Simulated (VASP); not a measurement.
Band structure of InAs (zinc blende). All values below come from PBE GGA with D3 dispersion (zero damping), VASP's PBE PAW potentials (set 64) (plane waves; VASP).

Unless said otherwise, spin-orbit coupling is left out, though it shifts the bands of the heavy elements here.

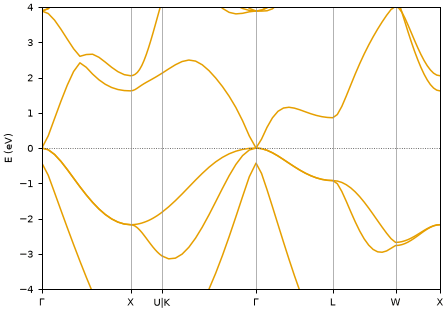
Bands along high-symmetry lines, zero at the valence-band maximum or, without a gap, the Fermi level

**Question.** Read the plot: is there a gap, and where are the band edges?

**Answer.** It has no gap at this level: it comes out as a metal or semimetal. (Edges off the drawn lines would not show.)

The compound is InAs in the zinc blende structure. It was relaxed first.
